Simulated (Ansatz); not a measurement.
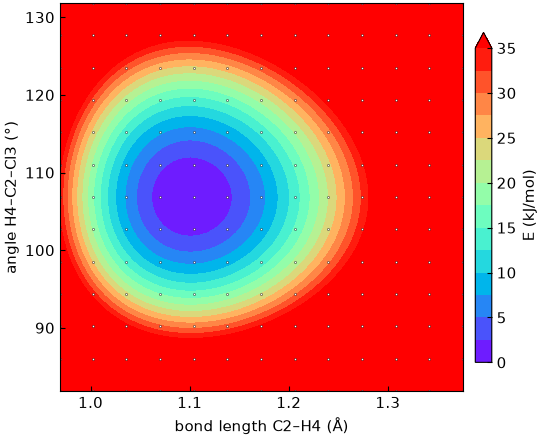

CHClLi, SMILES [Li][CH+]Cl, charge +1. 
- First axis: bond length C2–H4. Second axis: angle H4–C2–Cl3.
- Nothing is relaxed (all other coordinates rigid).
- Grid: 13 × 13 points.
- Points are written as (first, second).
- Energies are in kJ/mol, from the relaxed molecule at the same level.
- Level of theory: RKS r2SCAN-D4/def2-TZVP in Ansatz 0.2.0.

The picture shows filled contours, dots at the grid points, one colour for all values above the top of the scale. Between grid points the surface is interpolated.

### Estimate the position of the minimum and the force constants in these coordinates.

The interpolated minimum is at bond length C2–H4 ≈ 1.101 Å, angle H4–C2–Cl3 ≈ 106.8°. The curvatures there are about 31 eV/Å² and 6.5 eV/rad², with a cross term of about 0 eV/(Å·rad). Round the minimum the two coordinates are nearly uncoupled. (1 eV is 96.5 kJ/mol.)
